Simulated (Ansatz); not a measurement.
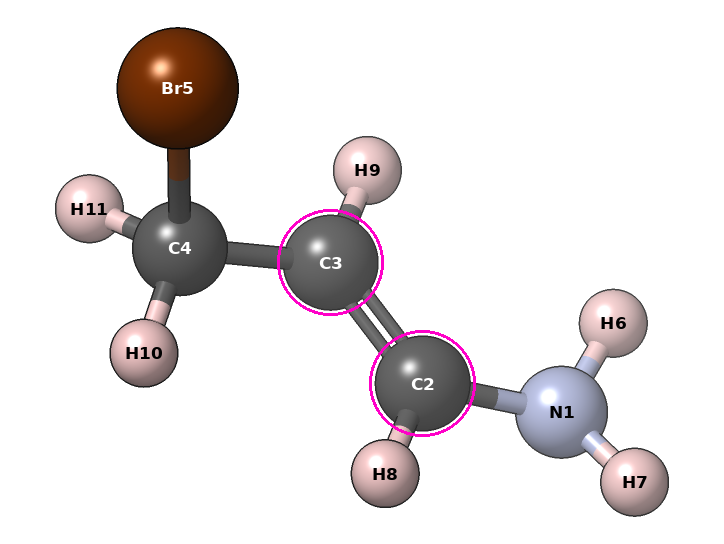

Depth is shown by fading: the farther an atom, the more it takes the colour of the background. Circles mark the stereogenic atoms. Computed geometry: PBE0-D4/def2-TZVP optimisation. No frequency run is at hand to confirm it as a minimum.

> Assign CIP descriptors.

C2=C3: E.

> Give a SMILES with the stereochemistry.

N/C=C/CBr
